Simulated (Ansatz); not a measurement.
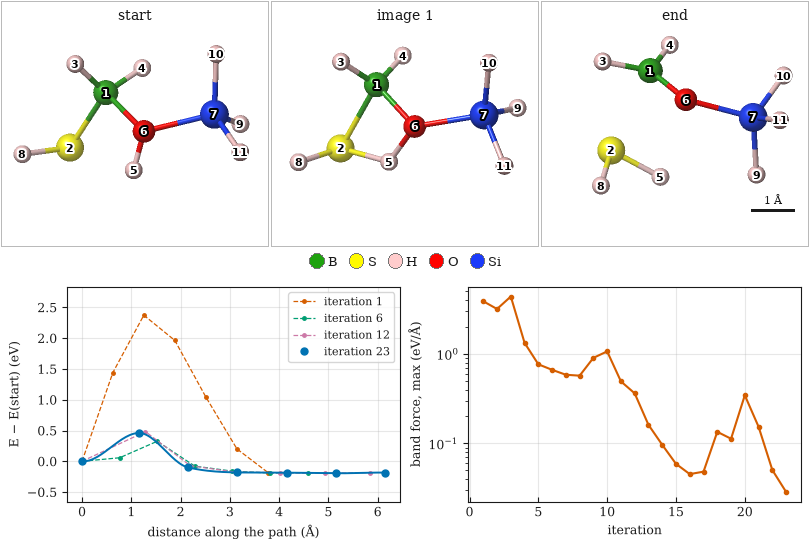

A search for the minimum-energy path of BSiH7SO by the nudged elastic band. Images are numbered from 0 (start) to 6 (end). The plot follows the band through its iterations. Style: ball-and-stick. Shown at a tilt.

The calculation used RKS PBE0-D4/def2-SVP in Ansatz. Run with 5 movable images; climbing image.

Q: Judge this run.

A: The run is converged, with reservations. The band converged in 23 iterations. The largest component of the band force went from 3.9 to 0.029 eV/Å. The climbing image converged on the top of the path. Its curvatures weren't checked. The largest force component is 0.47 eV/Å at the start and 0.58 eV/Å at the end; an end with forces this large is no minimum, and the barrier measured from it can be far off. The first iteration put the highest image at 2.37 eV. The energy climbs by 0.46 eV to image 1 and then falls by 0.64 eV, so the end point sits at −0.18 eV. Image 5 lies below both ends, at −0.19 eV, so an end isn't at the bottom of its valley.

The run took of the order of 11 core-minutes on a shared host.
